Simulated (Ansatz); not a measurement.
# Decaying states in the gap of CaHfCl6, part 2 of 3

Aim: relax a made-up compound, CaHfCl6, and see how good a tunnel barrier it would be. It is built by putting Hf for Ti, Cl for F in the CaTiF6 structure of space group R-3, with the volume rescaled by atomic radii. The parent structure comes from the Materials Project.

Ansatz 0.2.0; r2SCAN DFT, plane waves, PAW files (the session's first sound run).

So far. Step 2 (Cell and atoms at rest): The largest force component on a free atom ends at 8.0e-4 eV/Å.

The structure was built from a prototype and need not be the compound's stable phase.

### 3. The bulk crystal and its band edges

The energy window and the wavevectors of the next steps follow from the band edges, so these are searched first, off the mesh as well.

The input, input.yaml:

```yaml
crystal:
  lattice:
    - [3.2383293546, 1.8696503246, 5.9632661342]
    - [-3.2383293546, 1.8696503246, 5.9632661342]
    - [0.0, -3.7393006492, 5.9632661342]
  atoms:
    - { symbol: Ca, position: [0.5, 0.5, 0.5] }
    - { symbol: Hf, position: [0.0, 0.0, 0.0] }
    - { symbol: Cl, position: [0.9263580114, 0.2291677991, 0.6080313605] }
    - { symbol: Cl, position: [0.2291677991, 0.6080313605, 0.9263580114] }
    - { symbol: Cl, position: [0.3919686395, 0.0736419886, 0.7708322009] }
    - { symbol: Cl, position: [0.7708322009, 0.3919686395, 0.0736419886] }
    - { symbol: Cl, position: [0.0736419886, 0.7708322009, 0.3919686395] }
    - { symbol: Cl, position: [0.6080313605, 0.9263580114, 0.2291677991] }
kpoints:
  mp_grid: { grid: [4, 4, 4] }
  band_path: { path: [VBM, CBM], npoints: 30 }
scf:
  occupations: { method: fixed }
hamiltonian:
  xc: r2scan
output:
  eigenvalues: true
  write_potential: true
  write_density: true
  volumetric_format: npy
```

Command:

```
$ ansatz run input.yaml --threads 2 --pin off --max-ram 4096MiB --backend cpu --events-out ev --progress --plain --runs-dir out
```

Numbers of over 12 decimals in the logs are rounded to 6 here.

Output:

```text
[...]
Crystal: 8 atoms, lattice volume = 216.629 Å³
Basis set: ecut = 500 eV, 5505 PW (Γ), exchange–correlation on 216×216×216 points (64 copies of the dense FFT grid, shifted against one another)
Bands: 47, of which v1, the nominal top of the filled ones, is band 39 counted from 1 (38 counted from 0)
Symmetry: 6 space group operations
[...]
k-points: 14 of 64
[...]
SCF iter   1: F=—  HF=-24074.571781 eV  |F-HF|=—  |Δ(HF+E_count)|=         —  Δρ=5.11e-3  dr2=3.98e-2  dr2_τ=7.85e-2  ethr=1.77e-3  ⟨swp⟩=5.7  Hψ=2253  notcnv=0  defer=75
[...]
SCF iter   7: F=-24074.610971 eV  HF=-24074.610971 eV  |F-HF|=1.93e-8  |Δ(HF+E_count)|=   5.12e-7  Δρ=4.46e-6  dr2=8.92e-8  dr2_τ=9.17e-9  ethr=1.28e-10  ⟨swp⟩=14.7  Hψ=3324  notcnv=0
SCF 1 converged in 7 iterations: F = -24074.610971 eV  dr2 = 8.92e-8
[...]
NSCF: frozen V_eff on 40 k-points
[...]
SCF converged after 7 iterations
Free energy (F): -24074.610971 eV
[...]
Internal energy: -24074.610971 eV  (E = F + TS)
E sigma→0 (E₀):  -24074.610971 eV
Fermi energy:    2.156972 eV
[...]
--- Band table (eV; the first three rows and the last of 14) ---
  k-point 0: bands = [... 35 lower, 1.9622, 2.1090, 2.1090, 2.1570, 6.7753, 6.7847, 6.7847, 8.5090, ... 4 higher]
  k-point 1: bands = [... 35 lower, 1.8615, 2.0096, 2.0783, 2.1185, 6.8001, 6.8596, 6.9335, 8.6518, ... 4 higher]
  k-point 2: bands = [... 35 lower, 1.9107, 1.9833, 1.9974, 2.0983, 6.7896, 6.9213, 7.0946, 9.0020, ... 4 higher]
  k-point 13: bands = [... 35 lower, 1.9732, 1.9732, 2.0745, 2.0745, 6.9903, 7.0927, 7.0927, 9.1218, ... 4 higher]
```

Wall time 53 s (2 threads of Arm Neoverse V2, shared host); peak memory 1.1 GiB.

This step gave:

```
Fermi energy        : 2.157 eV
gap on the k-mesh   : 4.507 eV
gap on path         : 4.504 eV, by band count; negative where bands overlap
direct gap on path  : 4.601 eV
edge places on path : 0, 0.4612 1/A along the path
```

Electronic bands along the path, in eV, zero at the Fermi level (highest filled level under fixed occupations); v1 is the highest filled band, c1 the lowest empty one:

```csv
point,v4,v3,v2,v1,c1,c2,c3,c4
VBM,-0.31,-0.15,-0.07,0.00,4.61,4.68,4.71,6.32
CBM,-0.38,-0.30,-0.19,-0.12,4.51,4.63,4.84,6.30
```

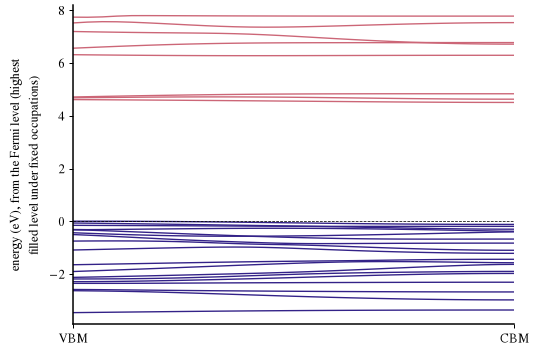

Electronic bands along the path; lines of filled and empty bands in two colours.

The searched edges give 4.50 eV, against 4.51 eV on the mesh.

### 4. Decaying states in the gap, plane (101), k-mesh 4×4×4

This step: r2SCAN DFT, plane waves, PAW files; complex bands by layer matching along the plane's normal (Ansatz 0.2.0).

The same crystal is laid in a cell whose first two vectors span the (101) plane (indices of the standard conventional cell, whose axes can be ordered otherwise than in the bulk input). At fixed energy and wavevector in the plane the solver finds all kz, real and complex. A few wavevectors are listed, (0, 0) and (-0.5, 0) in units of the plane's reciprocal vectors; the slowest state needn't be among them.

The input, input.yaml:

```yaml
crystal:
  lattice:
    - [7.038672626, 0.0, 0.0]
    - [2.97975984, 5.750490356, 0.0]
    - [2.97975984, 2.10322678, 5.352062821]
  atoms:
    - { symbol: Ca, position: [0.5, 0.5, 0.5] }
    - { symbol: Hf, position: [0.0, 0.0, 0.0] }
    - { symbol: Cl, position: [0.763557171, 0.7708322009, 0.3919686395] }
    - { symbol: Cl, position: [0.763557171, 0.3919686395, 0.0736419886] }
    - { symbol: Cl, position: [0.236442829, 0.9263580114, 0.2291677991] }
    - { symbol: Cl, position: [0.236442829, 0.6080313605, 0.9263580114] }
    - { symbol: Cl, position: [0.236442829, 0.2291677991, 0.6080313605] }
    - { symbol: Cl, position: [0.763557171, 0.0736419886, 0.7708322009] }
kpoints:
  mp_grid: { grid: [4, 4, 4] }
scf:
  occupations: { method: fixed }
hamiltonian:
  xc: r2scan
output:
  eigenvalues: true
  transmission:
    leads: [[0, 0]]
    kpoints: [[0.0, 0.0], [-0.5, 0.0]]
    e_range: [-1.0, 5.5]
    de: 0.13
```

Output:

```text
[...]
Crystal: 8 atoms, lattice volume = 216.629 Å³
Basis set: ecut = 500 eV, 5505 PW (Γ), exchange–correlation on 216×192×192 points (64 copies of the dense FFT grid, shifted against one another)
Bands: 47, of which v1, the nominal top of the filled ones, is band 39 counted from 1 (38 counted from 0)
Symmetry: 6 space group operations
[...]
k-points: 14 of 64
[...]
SCF iter   1: F=—  HF=-24074.571731 eV  |F-HF|=—  |Δ(HF+E_count)|=         —  Δρ=5.11e-3  dr2=3.97e-2  dr2_τ=7.86e-2  ethr=1.77e-3  ⟨swp⟩=5.7  Hψ=2255  notcnv=0  defer=75
[...]
SCF iter   7: F=-24074.610971 eV  HF=-24074.610971 eV  |F-HF|=1.88e-8  |Δ(HF+E_count)|=   5.10e-7  Δρ=4.47e-6  dr2=8.90e-8  dr2_τ=9.01e-9  ethr=1.28e-10  ⟨swp⟩=14.8  Hψ=3355  notcnv=0
SCF 1 converged in 7 iterations: F = -24074.610971 eV  dr2 = 8.90e-8
[...]
transmission: 8 of 16 steps passed
transmission: 16 of 16 steps passed
SCF converged after 7 iterations
Free energy (F): -24074.610971 eV
[...]
Internal energy: -24074.610971 eV  (E = F + TS)
E sigma→0 (E₀):  -24074.610971 eV
Fermi energy:    2.156974 eV
[...]
--- Band table (eV; the first three rows and the last of 14) ---
  k-point 0: bands = [... 35 lower, 1.9622, 2.1090, 2.1090, 2.1570, 6.7753, 6.7847, 6.7847, 8.5090, ... 4 higher]
  k-point 1: bands = [... 35 lower, 1.8615, 2.0096, 2.0783, 2.1185, 6.8001, 6.8596, 6.9335, 8.6518, ... 4 higher]
  k-point 2: bands = [... 35 lower, 1.9108, 1.9833, 1.9974, 2.0983, 6.7896, 6.9213, 7.0946, 9.0020, ... 4 higher]
  k-point 13: bands = [... 35 lower, 1.9732, 1.9732, 2.0745, 2.0745, 6.9903, 7.0927, 7.0927, 9.1218, ... 4 higher]
--- Transmission ---
  basis      : 417 plane waves across, 8 finite elements along
  points     : 2, as listed
  energies   : 51 from -1.000000 to 5.500000 eV about the Fermi level, 0.130000 eV apart; the leads are filled to 2.253653 eV, and channels, transmission and decay are at 2.250000 eV
  crystal 0  : Cl6Hf1Ca1, at the sites [0, 0], period 5.3521 Å: whole cells are its period
    offset         : up to 0.0000 Å between an atom of the period and one for which it stands
    channels       : 0.000000e0 a spin
    conductance    : none, the energies end too early or step too widely for 300 K: set another output.transmission.e_range or a lower de, or, where they end at an eighth of basis.ecutwfc, a higher one
    slowest decay  : 0.3943 /Å at (0.0000, 0.0000)
```

Elapsed: 2.3 min, on 2 threads; peak memory 2.4 GiB; 4.6 min of CPU time.

Numbers from this step:

| Property | Result |
| --- | --- |
| level to which the leads are filled | 2.254 eV from the Fermi level |
| decay constant at the filling level, zone centre | 0.3943 Å⁻¹ |
| decay constant at the filling level, slowest listed point | 0.3943 Å⁻¹ |

K parallel (0, 0); values up to 1.5 1/Å, a degenerate pair printed once or twice; energies at which all values exceed this have no row. The Im kz of the slowest decaying states by energy, zero at the highest filled level on the SCF mesh:

```
energy (eV)  decay 1 (Å⁻¹)  decay 2 (Å⁻¹)  decay 3 (Å⁻¹)  decay 4 (Å⁻¹)
     -1.000         0.0224          0.195          0.339          0.470
     -0.480         0.0782          0.117          0.343          0.485
      0.040          0.125          0.209          0.237          0.274
      0.560          0.270          0.421          0.422          0.456
      0.950          0.321          0.466          0.479          0.562
      1.470          0.363          0.510          0.514          0.603
      1.990          0.387          0.525          0.535          0.543
      2.510          0.399          0.524          0.543          0.562
      3.030          0.400          0.513          0.532          0.573
      3.550          0.389          0.490          0.496          0.577
      3.940          0.369          0.440          0.459          0.577
      4.460          0.255          0.276          0.355          0.386
      4.980          0.129          0.406          0.457          0.539
      5.500          0.361          0.362          0.451          0.474
```

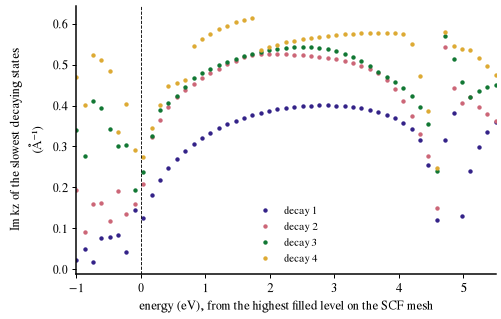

Im kz of the slowest decaying states against energy.

K parallel (-0.5, 0); values up to 1.5 1/Å, a degenerate pair printed once or twice; energies at which all values exceed this have no row. The Im kz of the slowest decaying states by energy, zero at the highest filled level on the SCF mesh:

```
energy (eV)  decay 1 (Å⁻¹)  decay 2 (Å⁻¹)  decay 3 (Å⁻¹)  decay 4 (Å⁻¹)
     -1.000          0.141          0.185          0.297          0.643
     -0.480         0.0332          0.165          0.193          0.252
      0.040          0.244          0.264          0.345          0.356
      0.560          0.350          0.407          0.414          0.450
      0.950          0.401          0.434          0.474          0.525
      1.470          0.443          0.452          0.527          0.620
      1.990          0.457          0.467          0.525          0.627
      2.510          0.451          0.476          0.511          0.642
      3.030          0.432          0.472          0.483          0.647
      3.550          0.395          0.432          0.454          0.639
      3.940          0.345          0.370          0.428          0.625
      4.460          0.121          0.217          0.358          0.562
      4.980          0.121          0.165          0.269          0.516
      5.500          0.354          0.361          0.431          0.493
```

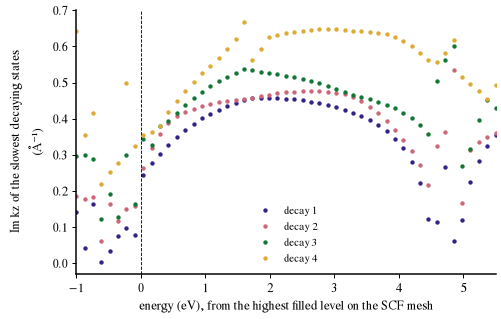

Im kz of the slowest decaying states, plotted against energy.

At the listed wavevectors the last open channel is at -0.09 eV and the next at +4.59 eV on the grid. At +2.25 eV, the grid energy nearest the filling level (the middle of the gap on the SCF mesh), the slowest state at the listed wavevectors decays with κ = 0.394 Å⁻¹, its amplitude falling by e over 2.5 Å. Through 1 nm of this crystal that state's transmission falls by exp(−2 × 0.394 Å⁻¹ × 10 Å) = 3.8e-4.

### 5. Decay over the two-dimensional zone

The listed points could miss the slowest state, so one energy near mid-gap is solved on a mesh of 8×8.

input.yaml: that of step 4 with these lines changed.

```diff
@@ -22,6 +22,2 @@
   eigenvalues: true
-  transmission:
-    leads: [[0, 0]]
-    kpoints: [[0.0, 0.0], [-0.5, 0.0]]
-    e_range: [-1.0, 5.5]
-    de: 0.13
+  transmission: { leads: [[0, 0]], kmesh: [8, 8], e_range: [2.25, 2.26], de: 0.05 }
```

Output:

```text
[...]
Crystal: 8 atoms, lattice volume = 216.629 Å³
Basis set: ecut = 500 eV, 5505 PW (Γ), exchange–correlation on 216×192×192 points (64 copies of the dense FFT grid, shifted against one another)
Bands: 47, of which v1, the nominal top of the filled ones, is band 39 counted from 1 (38 counted from 0)
Symmetry: 6 space group operations
[...]
k-points: 14 of 64
[...]
SCF iter   1: F=—  HF=-24074.571731 eV  |F-HF|=—  |Δ(HF+E_count)|=         —  Δρ=5.11e-3  dr2=3.97e-2  dr2_τ=7.86e-2  ethr=1.77e-3  ⟨swp⟩=5.7  Hψ=2255  notcnv=0  defer=75
[...]
SCF iter   7: F=-24074.610971 eV  HF=-24074.610971 eV  |F-HF|=1.88e-8  |Δ(HF+E_count)|=   5.10e-7  Δρ=4.47e-6  dr2=8.90e-8  dr2_τ=9.01e-9  ethr=1.28e-10  ⟨swp⟩=14.8  Hψ=3355  notcnv=0
SCF 1 converged in 7 iterations: F = -24074.610971 eV  dr2 = 8.90e-8
[...]
transmission: 32 of 272 steps passed
transmission: 64 of 272 steps passed
[...]
transmission: 272 of 272 steps passed
SCF converged after 7 iterations
Free energy (F): -24074.610971 eV
[...]
Internal energy: -24074.610971 eV  (E = F + TS)
E sigma→0 (E₀):  -24074.610971 eV
Fermi energy:    2.156974 eV
[...]
--- Band table (eV; the first three rows and the last of 14) ---
  k-point 0: bands = [... 35 lower, 1.9622, 2.1090, 2.1090, 2.1570, 6.7753, 6.7847, 6.7847, 8.5090, ... 4 higher]
  k-point 1: bands = [... 35 lower, 1.8615, 2.0096, 2.0783, 2.1185, 6.8001, 6.8596, 6.9335, 8.6518, ... 4 higher]
  k-point 2: bands = [... 35 lower, 1.9108, 1.9833, 1.9974, 2.0983, 6.7896, 6.9213, 7.0946, 9.0020, ... 4 higher]
  k-point 13: bands = [... 35 lower, 1.9732, 1.9732, 2.0745, 2.0745, 6.9903, 7.0927, 7.0927, 9.1218, ... 4 higher]
--- Transmission ---
  basis      : 417 plane waves across, 8 finite elements along
  points     : 34, standing for a mesh of 8 x 8
  energies   : 1 from 2.250000 to 2.250000 eV about the Fermi level; the leads are filled to 2.253653 eV, and channels, transmission and decay are at 2.250000 eV
  crystal 0  : Cl6Hf1Ca1, at the sites [0, 0], period 5.3521 Å: whole cells are its period
[...]
channels       : 0.000000e0 a spin
    conductance    : none, crystal 0 has no channel at the energies, or these end too early or step too widely for 300 K: set another output.transmission.e_range or a lower de, or, where they end at an eighth of basis.ecutwfc, a higher one
    slowest decay  : 0.3943 /Å at (0.0000, 0.0000)
```

Elapsed: 4.6 min, on 2 threads; peak memory 2.3 GiB.

This step gave:

```
least decay constant on the mesh : 0.3943 Å⁻¹
```

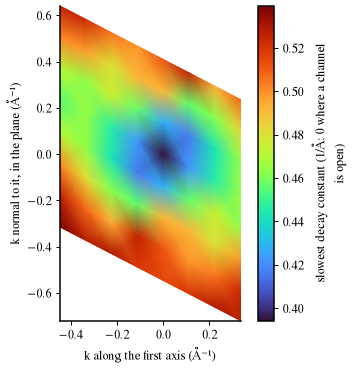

Slowest decay constant (1/Å; 0 where a channel is open) over k1 and k2. At 2.2500 eV from the Fermi level.

The least value on the mesh is 0.394 Å⁻¹ at +2.25 eV. At that energy the listed points give about 0.394 Å⁻¹ by interpolation, so the mesh holds no clearly slower state.

### 6. Complex bands, plane (001), k-mesh 6×6×6

The same for the (001) plane, at (0, 0) and (0, -0.5), to see how the decay depends on direction.

The input, input.yaml:

```yaml
crystal:
  lattice:
    - [6.476658709, 0.0, 0.0]
    - [3.238329355, 5.608950974, 0.0]
    - [3.238329355, -1.869650325, 5.963266134]
  atoms:
    - { symbol: Ca, position: [0.0, 0.5, 0.5] }
    - { symbol: Hf, position: [0.0, 0.0, 0.0] }
    - { symbol: Cl, position: [0.1555258105, 0.7708322009, 0.236442829] }
    - { symbol: Cl, position: [0.8371991596, 0.3919686395, 0.236442829] }
    - { symbol: Cl, position: [0.4656106281, 0.9263580114, 0.763557171] }
    - { symbol: Cl, position: [0.1628008404, 0.6080313605, 0.763557171] }
    - { symbol: Cl, position: [0.8444741895, 0.2291677991, 0.763557171] }
    - { symbol: Cl, position: [0.5343893719, 0.0736419886, 0.236442829] }
kpoints:
  mp_grid: { grid: [6, 6, 6] }
scf:
  occupations: { method: fixed }
hamiltonian:
  xc: r2scan
output:
  eigenvalues: true
  transmission:
    leads: [[0, 0]]
    kpoints: [[0.0, 0.0], [0.0, -0.5]]
    e_range: [-1.0, 5.5]
    de: 0.11
```

Output:

```text
[...]
Crystal: 8 atoms, lattice volume = 216.629 Å³
Basis set: ecut = 500 eV, 5505 PW (Γ), exchange–correlation on 192×192×216 points (64 copies of the dense FFT grid, shifted against one another)
Bands: 47, of which v1, the nominal top of the filled ones, is band 39 counted from 1 (38 counted from 0)
Symmetry: 6 space group operations
[...]
k-points: 40 of 216
[...]
SCF iter   1: F=—  HF=-24074.571775 eV  |F-HF|=—  |Δ(HF+E_count)|=         —  Δρ=5.11e-3  dr2=3.97e-2  dr2_τ=7.86e-2  ethr=1.77e-3  ⟨swp⟩=5.9  Hψ=6682  notcnv=0  defer=218
[...]
SCF iter   7: F=-24074.610987 eV  HF=-24074.610987 eV  |F-HF|=1.93e-8  |Δ(HF+E_count)|=   5.15e-7  Δρ=4.47e-6  dr2=8.91e-8  dr2_τ=9.04e-9  ethr=1.28e-10  ⟨swp⟩=14.8  Hψ=9498  notcnv=0
SCF 1 converged in 7 iterations: F = -24074.610987 eV  dr2 = 8.91e-8
[...]
transmission: 9 of 18 steps passed
transmission: 18 of 18 steps passed
SCF converged after 7 iterations
Free energy (F): -24074.610987 eV
[...]
Internal energy: -24074.610987 eV  (E = F + TS)
E sigma→0 (E₀):  -24074.610987 eV
Fermi energy:    2.156967 eV
[...]
--- Band table (eV; the first three rows and the last of 40) ---
  k-point 0: bands = [... 35 lower, 1.9622, 2.1090, 2.1090, 2.1570, 6.7754, 6.7847, 6.7847, 8.5090, ... 4 higher]
  k-point 1: bands = [... 35 lower, 1.9602, 1.9602, 2.1215, 2.1215, 6.8400, 6.8624, 6.8624, 8.6079, ... 4 higher]
  k-point 2: bands = [... 35 lower, 1.9537, 1.9537, 2.1082, 2.1082, 6.9457, 7.0161, 7.0161, 8.8893, ... 4 higher]
  k-point 39: bands = [... 35 lower, 1.7655, 1.9657, 2.0399, 2.0757, 6.7961, 6.8289, 6.9503, 8.7389, ... 4 higher]
--- Transmission ---
  basis      : 379 plane waves across, 9 finite elements along
  points     : 2, as listed
[...]
crystal 0  : Cl6Hf1Ca1, at the sites [0, 0], period 5.9633 Å: whole cells are its period
[...]
channels       : 0.000000e0 a spin
[...]
slowest decay  : 0.3748 /Å at (0.0000, 0.0000)
```

Run time: 2.2 min. Hardware: 2 threads; peak memory 2.1 GiB.

This step gave:

```yaml
decay_constant_at_the_filling_level_zone_centre: 0.3748 Å⁻¹
decay_constant_at_the_filling_level_slowest_listed_point: 0.3748 Å⁻¹
```

K parallel (0, 0); values up to 1.5 1/Å, a degenerate pair printed once or twice; energies at which all values exceed this have no row. Table of Im kz of the slowest decaying states by energy, zero at the highest filled level on the SCF mesh:

```csv
energy (eV),decay 1 (Å⁻¹),decay 2 (Å⁻¹),decay 3 (Å⁻¹),decay 4 (Å⁻¹)
-1.000,0.0924,0.160,0.243,0.494
-0.450,0.339,0.361,1.44,1.47
-0.010,0.150,0.247,0.482,1.40
0.540,0.236,0.394,0.486,0.572
0.980,0.298,0.443,0.569,0.617
1.530,0.344,0.478,0.628,0.655
1.970,0.366,0.490,0.657,0.675
2.520,0.378,0.490,0.678,0.691
2.960,0.378,0.477,0.687,0.697
3.510,0.362,0.440,0.689,0.698
3.950,0.331,0.382,0.685,0.694
4.500,0.194,0.201,0.678,0.684
5.050,0.193,0.347,0.527,0.672
```

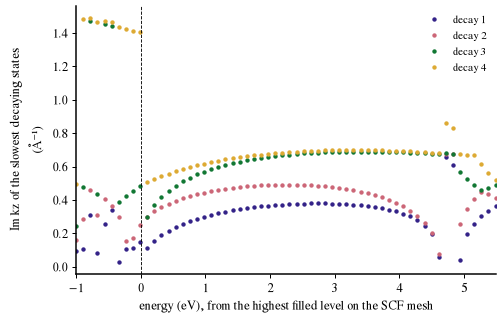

Im kz of the slowest decaying states against energy.

[end of part 2 of 3]

[Logs are printed without paths, hosts, clocks, repeated set-up lines and the standing remarks that a program may print on its own settings, such as how far it seeks lower states.]

[Hosts, paths, dates, database ids (printed as entryN), source tags and the programs' standing remarks are cut or masked in the printed files.]
